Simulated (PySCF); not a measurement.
```xyz
17

Si    2.6160   -0.4488    0.3855
O     1.5974    0.6448   -0.2848
C     0.3096    0.3155   -0.6259
C    -0.6916    1.1570    0.1724
C    -2.1047    0.6507   -0.0986
O    -2.2027   -0.7461    0.1028
B    -1.1109   -1.5216   -0.0237
O     0.1097   -1.0553   -0.3896
H     2.9099   -1.5586   -0.5172
H     3.7397    0.4635    0.5574
H     2.1131   -0.9569    1.6638
H     0.1809    0.4994   -1.7091
H    -0.5887    2.2069   -0.0971
H    -0.4477    1.0321    1.2298
H    -2.8231    1.1228    0.5793
H    -2.3989    0.8723   -1.1325
H    -1.2149   -2.6657    0.1776
```

Geometry: GFN2-xTB.

These are results of CAM-B3LYP/def2-SVPD, SCF density, gas phase (PySCF), not measurements.

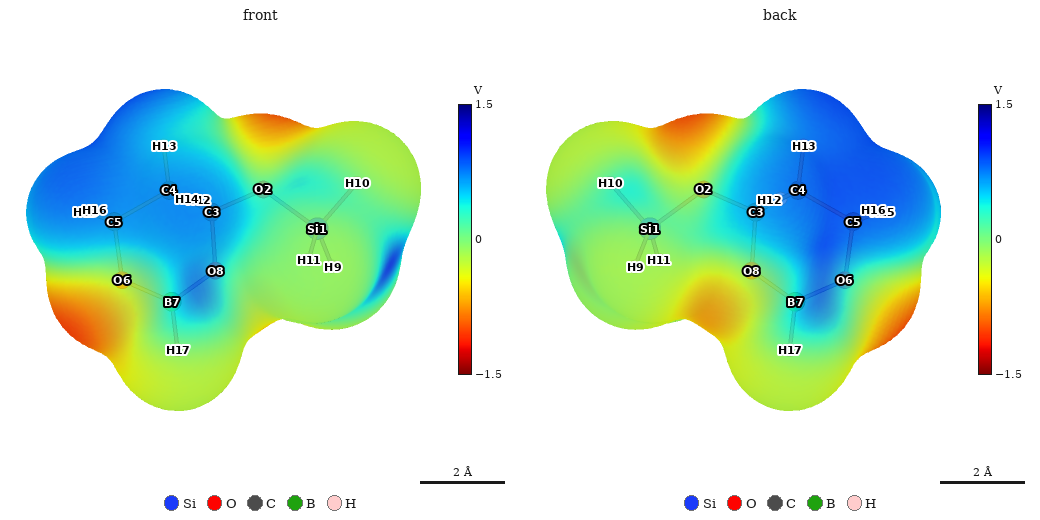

C3H9BO3Si. The electrostatic potential painted on the density surface at 0.001 e/bohr³, seen from the front and from behind; red is negative and blue positive.

Question: Describe the electrostatic potential map.

Answer: The most negative region (about −1.0 V, or −23 kcal/mol for a unit charge) lies over O2 and O6, the most positive (about +0.9 V, or +21 kcal/mol for a unit charge) over the B, C, H and Si atoms.

Question: What dipole moment does the calculation give?

Answer: Its dipole moment is 1.97 D.
